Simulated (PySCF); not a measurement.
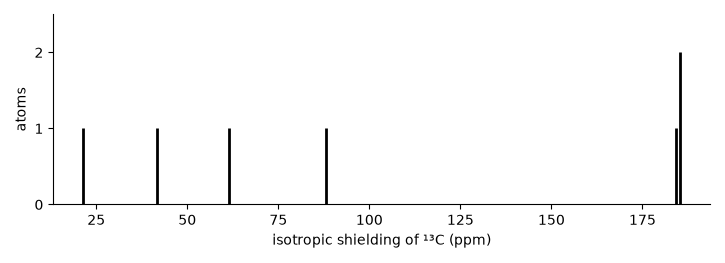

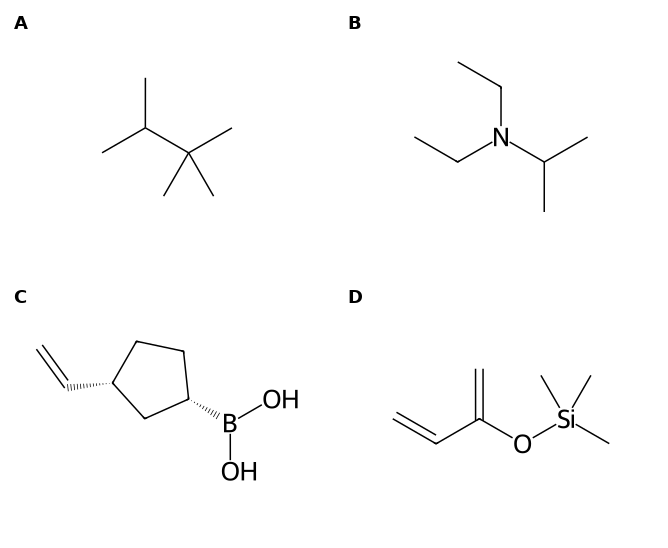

The sticks are computed shieldings of one of the molecules, for one fixed geometry (PBE0-D3(BJ)/def2-SVP) without averaging over rotations. Low shielding means a high chemical shift. Method: GIAO PBE0/pcSseg-1 NMR shielding, non-relativistic, gas phase (PySCF 2.14.0).

Match the spectrum to a structure.

Answer. D, `C=CC(=C)O[Si](C)(C)C`. Its 7 C atoms give lines at 21.4, 41.8, 61.6, 88.0, 184.1, 185.4 (2 atoms) ppm.

The geometry is semi-empirical. Around B such bond lengths and angles can be off by a tenth of an ångström or more and by several degrees, and values that hang on the shape move with them.
